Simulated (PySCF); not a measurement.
```xyz
2

Si    0.0000    0.0000   -1.1152
S     0.0000    0.0000    0.9758
```

The calculation used PySCF 2.14.0, PBE0/x2c-SVPall, spin-free X2C-1e, Gaussian nucleus, at a bond length of 2.091 Å.

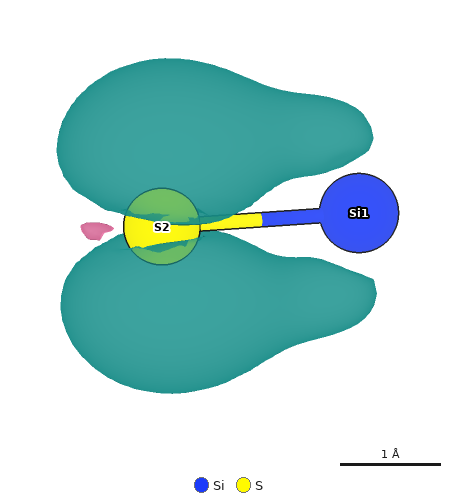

SiS (charge +1, doublet). Isosurfaces of the spin density at +0.02 (teal) and −0.02 e/Å³ (pink), seen from one side.

Q: Where is the unpaired spin?

A: The unpaired spin (1 electron) lies mostly on S2 (about 0.9) and Si1 (about 0.1), in electrons by Hirshfeld's partition.
